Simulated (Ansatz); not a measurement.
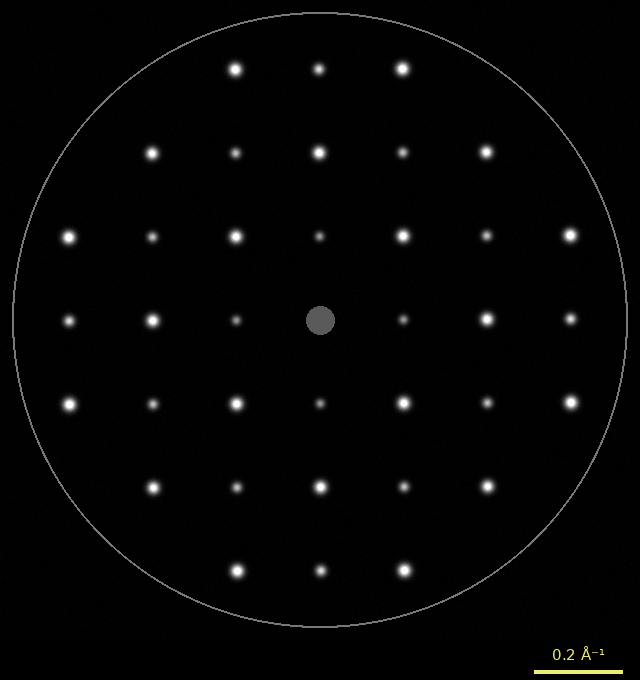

Simulated LEED pattern at 110 eV and normal incidence, from the upper face of a slab model. Spot positions follow from the surface net; brightness is a rough single-scattering estimate from the outer layers, good only for telling present from absent.

> What surface net do the spots show?

The spots form a square reciprocal net with shortest vectors 0.190 and 0.190 Å⁻¹ at 90.0°. The primitive real-space mesh has edges 5.26 and 5.26 Å at 90.0° (or its supplement) and area 27.7 Å².

The slab has composition Li3H4 (7 atoms a cell, 0.4 Å thick). Structure: the end point of a relaxation with DFT PBE, scalar-relativistic, plane waves, PAW (Ansatz); the starting structure was generated, so it need not be a known form of this composition.

```
Li H
1.0
     3.71963   -3.71963    0.00000
     3.71963    3.71963    0.00000
     0.00000    0.00000   25.98449
Li H
3 4
Direct
  0.25000 0.75000 0.31431
  0.25000 0.25000 0.30044
  0.75000 0.75000 0.30044
  0.01677 0.98323 0.30473
  0.48323 0.51677 0.30473
  0.01677 0.51677 0.30473
  0.48323 0.98323 0.30473
```

> Which atoms form the outermost layer?

The highest atoms of the upper face (within 0.6 Å of the top) are H, Li; the spot positions alone do not show this.
